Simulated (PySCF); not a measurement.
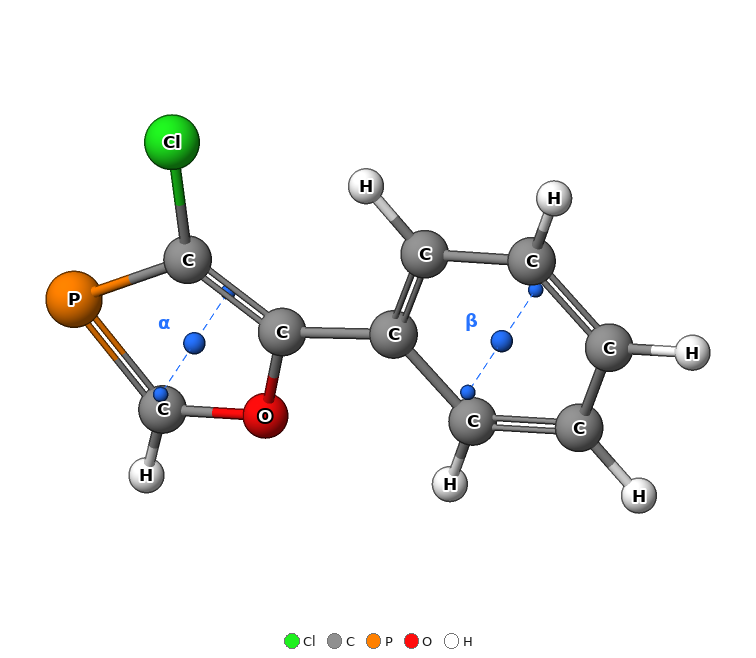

The small points mark where nucleus-independent chemical shifts (NICS) were computed: at the centre of each lettered ring and 1 Å above and below it. The geometry was computed by an optimisation with GFN2-xTB. No frequency run is at hand to confirm it as a minimum. Level of theory: GIAO PBE0/pcSseg-1 NMR shielding, non-relativistic, gas phase (PySCF 2.14.0).

Give NICS(0), NICS(1) and the out-of-plane component NICS(1)zz for each ring (means of the two sides).

```csv
ring,members,NICS(0),NICS(1),NICS(1)zz
α,C3OP,−10.2,−9.4,−19.9
β,C6,−7.9,−10.7,−26.2
```

Values in ppm.

Question. What do the values say about the ring currents?

Answer. Ring α: diatropic, as in an aromatic ring. Ring β: diatropic, as in an aromatic ring. NICS is one index among several.

The geometry is semi-empirical. Around P such bond lengths and angles can be off by a tenth of an ångström or more and by several degrees, and values that hang on the shape move with them.
